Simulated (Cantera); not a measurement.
Feed: 1 mol MgO, 0.041 mol HCl, 0.14 mol N₂, equilibrated at 2100 Torr.

These are equilibrium values from Cantera (NASA tables, ideal gas, pure condensed phases), not measurements of a reactor. Candidate condensed phases: H₂O, Mg, MgCl₂, MgO, Mg(OH)₂, NH₄Cl; 38 gas species. Mutual solubility and eutectic melting of coexisting phases are not modelled. Kinetics and transport are ignored.

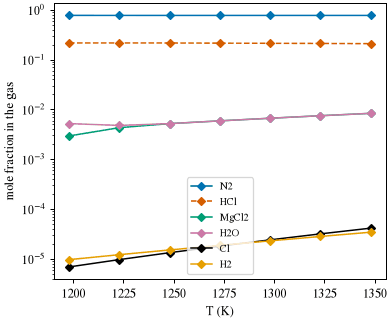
Equilibrium gas composition (values under 1e-9 drawn at 1e-9)

From 1198 K to 1223 K the condensed part is MgCl₂(l) + MgO(s). From 1248 K to 1348 K the condensed part is MgO(s). The main Mg-bearing gas is MgCl₂ throughout.
